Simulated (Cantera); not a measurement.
Charge: 1 mol Fe(CO)5, 1.2 mol CO, 3.7 mol H2, at 1000 Pa.

These are equilibrium values from Cantera (NASA tables, ideal gas, pure condensed phases), not measurements of a reactor. Candidate condensed phases: C, C6H6, C7H8, C8H18, Fe, Fe(CO)5, FeO, Fe(OH)2, Fe(OH)3, Fe2O3, Fe3O4, H2O; 114 gas species. Condensed phases not in the tables: cementite and carbon dissolved in iron. Equilibrium is a limit: real reactors are often held back by kinetics, nucleation or transport.

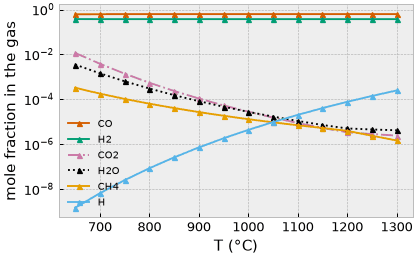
Figure: Equilibrium gas composition (values under 1e-9 drawn at 1e-9)

Question: Read off the mole fractions at 650 °C.

Answer: CO about 0.61, H2 about 0.38, CO2 about 0.012, H2O about 0.0035, CH4 about 0.00033.
